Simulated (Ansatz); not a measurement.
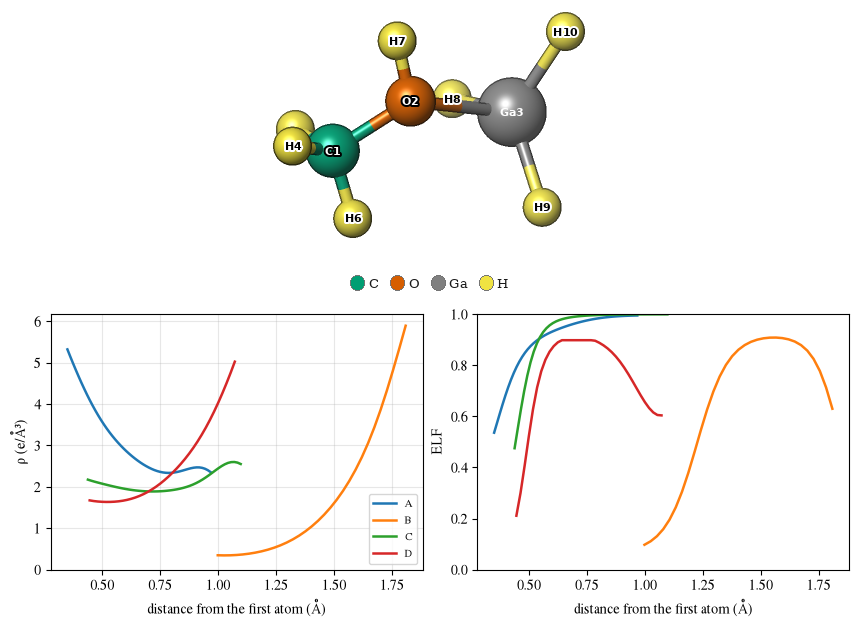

Figure 1: CH7GaO. Electron density and ELF along straight lines between neighbouring atoms. The curves leave out the atomic cores. The structure is drawn too.

Method: RKS B3LYP-D4/def2-SVP (Ansatz).

```tsv
atom	x (Å)	y (Å)	z (Å)
C	-1.0732	0.6436	-0.6970
O	0.3162	0.3114	-0.6367
Ga	1.0875	-0.6998	1.1089
H	-1.2753	1.2899	-1.5655
H	-1.7035	-0.2597	-0.7397
H	-1.3048	1.1968	0.2225
H	0.5937	-0.1451	-1.4438
H	-0.0118	-1.8423	1.1766
H	0.9690	0.5059	2.1212
H	2.4853	-1.0517	0.4564
```

Question: Which curve belongs to which contact (C–H, C–O, Ga–O and O–H)? The first atom named is at distance zero.

Answer: Curve A: O–H (0.97 Å): ρ at the midpoint is about 3.7 e/Å³; the ELF climbs to about 1 towards the hydrogen, as it does in any bond to H; an ordinary covalent bond to hydrogen. Curve B: Ga–O (2.16 Å): the density is about 0.35 e/Å³ at the midpoint; the ELF peaks at about 0.90 in the valence shell of O, 0.6 Å from its nucleus, and is about 0.15 at the midpoint. Curve C: C–H (1.10 Å): ρ is about 2 e/Å³ halfway; the ELF climbs to about 1 towards the hydrogen; a covalent bond by its length. Curve D: C–O (1.43 Å): ρ at the midpoint is about 1.9 e/Å³, with its minimum of 1.6 e/Å³ about 0.5 Å from C; the ELF peaks at about 0.90 between the atoms, as expected for a shared but strongly polarised pair.
